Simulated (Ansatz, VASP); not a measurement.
# Cross-check of SrO between VASP and Ansatz, part 2 of 2

Aim: how closely do two programs agree when they are given the same cell, functional and k mesh?

VASP 6.6.1 and Ansatz 0.2.0.

So far: The starting structure; Ansatz: band structure, r2SCANh; VASP: band structure, r2SCANh.

## (4) Differences

Known differences besides the PAW data sets themselves: exact exchange at q = 0 is treated differently, which shows on coarse meshes; VASP keeps PBE cores, Ansatz makes them for the functional; the cutoff is 500 eV in Ansatz and 520 eV in VASP; VASP takes a coarser grid for exact exchange (PRECFOCK = Fast). Total energies have different zeros and are not compared.

The two programs side by side:

| quantity | Ansatz | VASP | difference |
| --- | --- | --- | --- |
| gap over the path points (eV) | 4.610 | 4.557 | +0.053 |

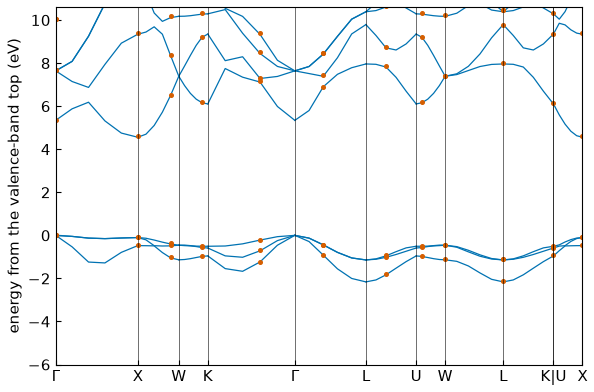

Bands from VASP (lines) and levels from Ansatz (dots). Dots without a line are higher empty bands that the VASP plot leaves out.

Levels at points of the path, from each program's valence-band top (eV; 3 filled, then empty):

| k (reciprocal lattice) | Ansatz | VASP |
| --- | --- | --- |
| 0.000 0.000 0.000 | 0.00 0.00 0.00 5.35 7.70 7.70 | 0.00 0.00 0.00 5.34 7.64 7.64 |
| 0.500 0.000 0.500 | -0.44 -0.09 -0.09 4.61 9.40 11.85 | -0.48 -0.10 -0.10 4.56 9.34 11.81 |
| 0.500 0.200 0.700 | -1.03 -0.46 -0.38 6.54 8.38 10.18 | -1.04 -0.49 -0.40 6.50 8.35 10.11 |
| 0.400 0.350 0.750 | -0.96 -0.54 -0.47 6.20 9.22 10.34 | -0.98 -0.57 -0.51 6.16 9.20 10.28 |
| 0.150 0.150 0.300 | -1.22 -0.70 -0.21 7.16 7.30 8.50 | -1.24 -0.72 -0.22 7.12 7.29 8.45 |
| 0.200 0.200 0.200 | -0.91 -0.43 -0.43 6.91 7.43 8.48 | -0.92 -0.44 -0.44 6.90 7.39 8.42 |
| 0.550 0.400 0.550 | -1.81 -0.99 -0.92 7.86 8.73 10.67 | -1.83 -1.02 -0.95 7.82 8.71 10.61 |
| 0.600 0.250 0.650 | -0.96 -0.54 -0.47 6.20 9.22 10.34 | -0.98 -0.57 -0.51 6.16 9.20 10.28 |
| 0.500 0.250 0.750 | -1.12 -0.43 -0.43 7.42 7.42 10.24 | -1.14 -0.46 -0.46 7.39 7.39 10.17 |
| 0.500 0.500 0.500 | -2.14 -1.11 -1.11 8.00 9.75 10.45 | -2.16 -1.14 -1.14 7.96 9.79 10.39 |

Among the levels compared (up to four filled and three empty ones at each point), filled levels agree within 34 meV and empty ones within 68 meV.

## (5) Ansatz: band structure, B3LYP

Levels along a path test the potential and the projectors away from the mesh points.

File input.yaml:

```yaml
crystal:
  lattice:
    - [0.0, 2.58066, 2.58066]
    - [2.58066, 0.0, 2.58066]
    - [2.58066, 2.58066, 0.0]
  atoms:
    - { symbol: Sr, position: [0.0, 0.0, 0.0] }
    - { symbol: O, position: [0.5, 0.5, 0.5] }
hamiltonian:
  xc: b3lyp
  pseudopotentials: { kind: paw }
kpoints:
  mp_grid: { grid: [5, 5, 5] }
  band_path:
    path:
      - [0.0, 0.0, 0.0]
      - [0.5, 0.0, 0.5]
      - [0.5, 0.2, 0.7]
      - [0.4, 0.35, 0.75]
      - [0.15, 0.15, 0.3]
      - [0.2, 0.2, 0.2]
      - [0.55, 0.4, 0.55]
      - [0.6, 0.25, 0.65]
      - [0.5, 0.25, 0.75]
      - [0.5, 0.5, 0.5]
      - [0.375, 0.375, 0.75]
      - [0.5, 0.0, 0.5]
    npoints: 1
scf:
  occupations: { method: gaussian, width: 0.02 }
  n_extra_bands: 7
output:
  forces: true
  stress: true
  eigenvalues: true
```

Started as:

```sh
> ansatz run input.yaml --threads 4 --pin off --max-ram 9216MiB --backend cpu --events-out ev --progress --plain --runs-dir out
```

Numbers of over 12 decimals in the logs are rounded to 6 here.

Output:

```text
[...]
Crystal: 2 atoms, lattice volume = 34.373 Å³
Basis set: ecut = 420 eV, 645 PW (Γ), exchange–correlation on 50×50×50 points (8 copies of the dense FFT grid, shifted against one another)
Bands: 15, of which v1, the nominal top of the filled ones, is band 8 counted from 1 (7 counted from 0)
Symmetry: 48 space group operations
[...]
k-points: 10 of 125
[...]
--- Band table (eV; the first three rows and the last of 10) ---
  k-point 0: bands = [... 4 lower, -7.7827, 6.7899, 6.7899, 6.7899, 12.6698, 14.9811, 14.9811, 14.9811, ... 3 higher]
  k-point 1: bands = [... 4 lower, -7.2834, 5.8664, 6.3485, 6.3485, 14.2380, 14.7730, 15.7501, 15.7501, ... 3 higher]
  k-point 2: bands = [... 4 lower, -6.7902, 4.7690, 5.7380, 5.7380, 15.2027, 16.7490, 17.3677, 17.3677, ... 3 higher]
  k-point 9: bands = [... 4 lower, -7.2958, 5.5891, 6.0752, 6.3987, 14.0610, 15.8515, 17.5592, 19.2278, ... 3 higher]
[key lines of the parts left out:]
Free energy (F): -4128.694032 eV
Fermi energy:    9.492114 eV
P = ⅓ Tr σ = 2.1419 GPa (21.419 kbar)
```

Elapsed: 8.2 s, on 4 threads of Arm Neoverse V2, shared host; peak memory 0.57 GiB.

## (6) VASP: band structure, B3LYP

The same cell, functional (in two slightly different forms), mesh and smearing now go to VASP, with its own data sets and cutoff.

File INCAR:

```
SYSTEM = SrO
PREC = Accurate
ENCUT = 520
EDIFF = 1E-06
NELM = 100
ISMEAR = 0
SIGMA = 0.02
LREAL = .FALSE.
ALGO = Normal
LHFCALC = .TRUE.
AEXX = 0.2
GGA = B3
AGGAX = 0.72
AGGAC = 0.81
ALDAC = 0.19
LASPH = .TRUE.
NBANDS = 14
PRECFOCK = Fast
HFRCUT = -1
LORBIT = 11
LWAVE = .FALSE.
LCHARG = .FALSE.
KPAR = 4
```

File POSCAR:

```
SrO
1.0
    0.0000000000      2.5806600000      2.5806600000
    2.5806600000      0.0000000000      2.5806600000
    2.5806600000      2.5806600000      0.0000000000
Sr O
1 1
Direct
    0.0000000000      0.0000000000      0.0000000000
    0.5000000000      0.5000000000      0.5000000000
```

File KPOINTS:

```
Automatic mesh
0
Gamma
5 5 5
0 0 0
```

File KPOINTS_OPT:

```
Line mode
6
Line-mode
Reciprocal
  0.00000000   0.00000000   0.00000000 GAMMA
  0.50000000   0.00000000   0.50000000 X

  0.50000000   0.00000000   0.50000000 X
  0.50000000   0.25000000   0.75000000 W

  0.50000000   0.25000000   0.75000000 W
  0.37500000   0.37500000   0.75000000 K

  0.37500000   0.37500000   0.75000000 K
  0.00000000   0.00000000   0.00000000 GAMMA

  0.00000000   0.00000000   0.00000000 GAMMA
  0.50000000   0.50000000   0.50000000 L

  0.50000000   0.50000000   0.50000000 L
  0.62500000   0.25000000   0.62500000 U

  0.62500000   0.25000000   0.62500000 U
  0.50000000   0.25000000   0.75000000 W

  0.50000000   0.25000000   0.75000000 W
  0.50000000   0.50000000   0.50000000 L

  0.50000000   0.50000000   0.50000000 L
  0.37500000   0.37500000   0.75000000 K

  0.62500000   0.25000000   0.62500000 U
  0.50000000   0.00000000   0.50000000 X
```

The projector-augmented-wave data sets are Sr_sv and O (PBE family, release 64).

Started as:

```sh
> mpirun -np 4 vasp_std
```

Output:

```text
[banner, memory and clock lines left out]
running    4 mpi-ranks, on    1 nodes
[...]
[... a notice as in an earlier step ...]

 LDA part: xc-table for (Slater(with rela. corr.)+VWN3), standard interpolation
 found WAVECAR, reading the header
 POSCAR, INCAR and KPOINTS ok, starting setup
[...]
HFRCUT set to (new)   10.085124
 reading WAVECAR
 the WAVECAR file was read successfully
 initial charge from wavefunction
 entering main loop
       N       E                     dE             d eps       ncg     rms          rms(c)
DAV:   1    -0.138467982720E+02   -0.13847E+02   -0.10252E-01   304   0.536E+00    0.258E+00
DAV:   2    -0.138161008526E+02    0.30697E-01   -0.55406E-02   304   0.237E+00    0.876E-01
DAV:   3    -0.138200200939E+02   -0.39192E-02   -0.14643E-02   310   0.102E+00    0.500E-01
DAV:   4    -0.138190914887E+02    0.92861E-03   -0.20456E-03   336   0.394E-01    0.213E-01
DAV:   5    -0.138191231722E+02   -0.31684E-04   -0.68597E-04   322   0.202E-01    0.137E-01
[...]
DAV:   7    -0.138190808181E+02    0.18915E-05   -0.18986E-05   380   0.397E-02    0.407E-02
DAV:   8    -0.138190800491E+02    0.76898E-06   -0.36979E-06   304   0.176E-02
   1 F= -.13819080E+02 E0= -.13819080E+02  d E =-.226723E-14
 Start KPOINTS_OPT (optional k-point list driver)
k-point batch [1-10\60]
       N       E                     dE             ncg
DAV:   1    -0.866853593091E+03   -0.50271E+04      280
DAV:   2    -0.176205274854E+04   -0.89520E+03      372
DAV:   3    -0.182693778510E+04   -0.64885E+02      336
DAV:   4    -0.182836538406E+04   -0.14276E+01      404
DAV:   5    -0.182839488706E+04   -0.29503E-01      406
DAV:   6    -0.182839537682E+04   -0.48976E-03      388
DAV:   7    -0.182839538402E+04   -0.72063E-05      304
DAV:   8    -0.182839538416E+04   -0.13884E-06      224
[...]
k-point batch [51-60\60]
       N       E                     dE             ncg
DAV:   1    -0.959571733602E+03   -0.71432E+04      280
DAV:   2    -0.179719756228E+04   -0.83763E+03      366
DAV:   3    -0.185085003836E+04   -0.53652E+02      360
DAV:   4    -0.185224166399E+04   -0.13916E+01      458
DAV:   5    -0.185227153753E+04   -0.29874E-01      402
DAV:   6    -0.185227209376E+04   -0.55624E-03      428
DAV:   7    -0.185227210809E+04   -0.14325E-04      314
DAV:   8    -0.185227210843E+04   -0.33995E-06      286
```

Parts of OUTCAR (step 6):

```text
 POSITION                                       TOTAL-FORCE (eV/Angst)
 -----------------------------------------------------------------------------------
      0.00000      0.00000      0.00000         0.000000      0.000000      0.000000
      2.58066      2.58066      2.58066         0.000000     -0.000000     -0.000000
 -----------------------------------------------------------------------------------
    total drift:                                0.000000      0.000000      0.000000

  FREE ENERGIE OF THE ION-ELECTRON SYSTEM (eV)
  ---------------------------------------------------
  free  energy   TOTEN  =       -13.8190800491 eV

  energy  without entropy=      -13.8190800491  energy(sigma->0) =      -13.81908005

[... 2 parts as in an earlier step ...]

[... 1 further part left out ...]
[key lines of the parts left out:]
E-fermi :   0.6990
```

## (7) Comparison

What differs besides the data sets and the points named for the pairs above, as far as they apply: the cutoff is 420 eV in Ansatz and 520 eV in VASP; VASP's log shows a relativistic correction to its local exchange, Ansatz's none. Total energies have different zeros and are not compared.

The two programs side by side:

| quantity | Ansatz | VASP | difference |
| --- | --- | --- | --- |
| gap over the path points (eV) | 5.215 | 5.158 | +0.058 |

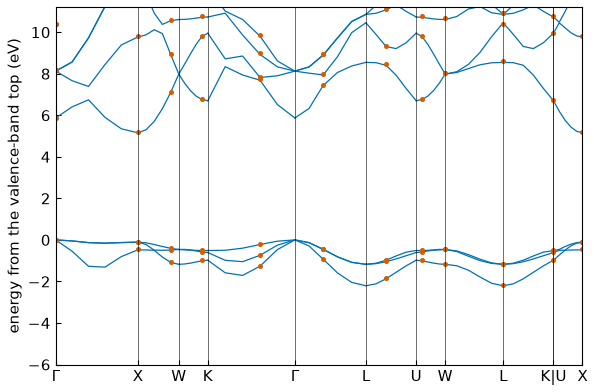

Bands from VASP (lines) and levels from Ansatz (dots). Dots without a line are higher empty bands that the VASP plot leaves out.

Levels at points of the path, from each program's valence-band top (eV; 3 filled, then empty):

| k (reciprocal lattice) | Ansatz | VASP |
| --- | --- | --- |
| 0.000 0.000 0.000 | 0.00 0.00 0.00 5.88 8.19 8.19 | 0.00 0.00 0.00 5.87 8.13 8.13 |
| 0.500 0.000 0.500 | -0.45 -0.10 -0.10 5.21 9.82 12.27 | -0.48 -0.11 -0.11 5.16 9.77 12.18 |
| 0.500 0.200 0.700 | -1.06 -0.46 -0.38 7.13 8.97 10.61 | -1.08 -0.49 -0.40 7.09 8.94 10.55 |
| 0.400 0.350 0.750 | -0.98 -0.56 -0.48 6.80 9.82 10.77 | -1.00 -0.58 -0.51 6.76 9.79 10.72 |
| 0.150 0.150 0.300 | -1.25 -0.72 -0.21 7.73 7.83 8.99 | -1.26 -0.74 -0.22 7.69 7.82 8.93 |
| 0.200 0.200 0.200 | -0.92 -0.44 -0.44 7.45 7.98 8.96 | -0.93 -0.46 -0.46 7.44 7.94 8.90 |
| 0.550 0.400 0.550 | -1.85 -1.02 -0.95 8.45 9.33 11.14 | -1.87 -1.05 -0.98 8.41 9.31 11.08 |
| 0.600 0.250 0.650 | -0.98 -0.56 -0.48 6.80 9.82 10.77 | -1.00 -0.58 -0.51 6.76 9.79 10.72 |
| 0.500 0.250 0.750 | -1.16 -0.44 -0.44 8.02 8.02 10.67 | -1.17 -0.46 -0.46 7.98 7.98 10.61 |
| 0.500 0.500 0.500 | -2.18 -1.15 -1.15 8.59 10.42 10.93 | -2.21 -1.18 -1.18 8.55 10.45 10.86 |

Among the levels compared (up to four filled and three empty ones at each point), filled levels agree within 30 meV and empty ones within 88 meV.

## (8) Summary of results

| Item | Value |
| --- | --- |
| difference in gap over the path points (band structure, r2SCANh) | 0.053 eV |
| difference in gap over the path points (band structure, B3LYP) | 0.058 eV |

**Reading.** The difference in gap over the path points is 0.058 eV (band structure, B3LYP), within the 0.08 eV picked in this series as the mark of a large difference. How closely two codes agree says nothing of how well the functional describes the real material.

[Lines on the potential files, build, host, timing and source positions are cut from VASP's logs without a mark.]

[Logs are printed without paths, hosts, clocks, repeated set-up lines and the standing remarks that a program may print on its own settings, such as how far it seeks lower states.]

[Hosts, paths, dates, database ids (printed as entryN), source tags and the programs' standing remarks are cut or masked in the printed files.]
